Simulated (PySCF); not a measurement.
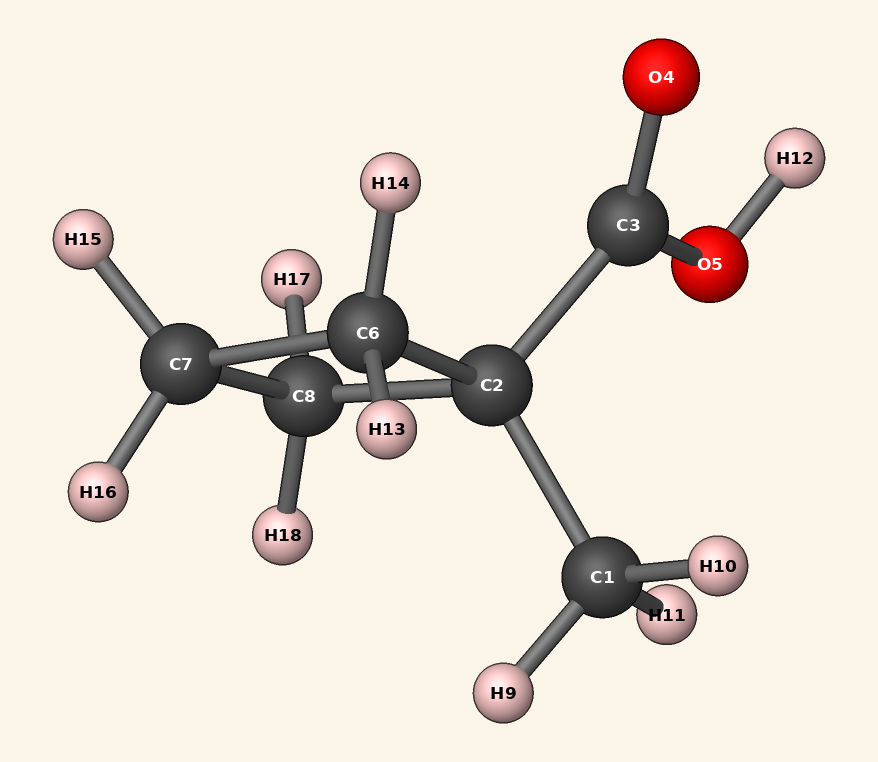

The questions are on isotropic NMR shieldings of the O atoms. The computed structure is the end point of a GFN2-xTB optimisation. No frequency run is at hand to confirm it as a minimum. Level of theory: GIAO PBE0/pcSseg-1 NMR shielding, non-relativistic, gas phase (PySCF 2.14.0).

Give the isotropic NMR shieldings of the O atoms atom by atom.

```csv
atom,σ (ppm)
O4,−99.2
O5,137.5
```
